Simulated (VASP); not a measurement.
Band structure of Cr (bcc, AFM order). All values below come from SCAN meta-GGA, VASP's PBE PAW potentials (set 64) (plane waves; VASP).

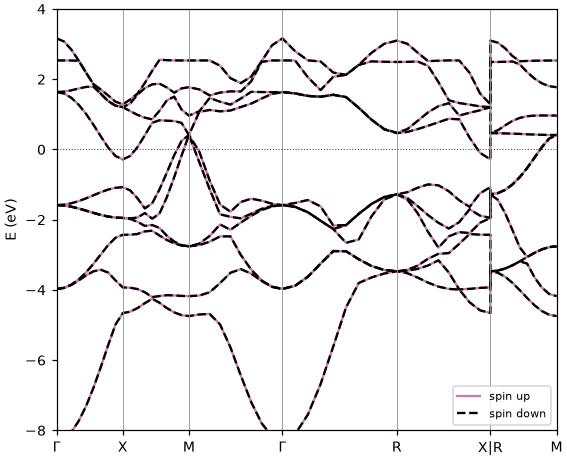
Figure: Bands along high-symmetry lines, zero at the valence-band maximum or, without a gap, the Fermi level

Question: Read the plot: is there a gap, and where are the band edges?

Answer: It has no gap at this level: it comes out as a metal or semimetal.

The compound is Cr in the bcc, AFM order structure. It was relaxed first, which changed the volume by +8 %.
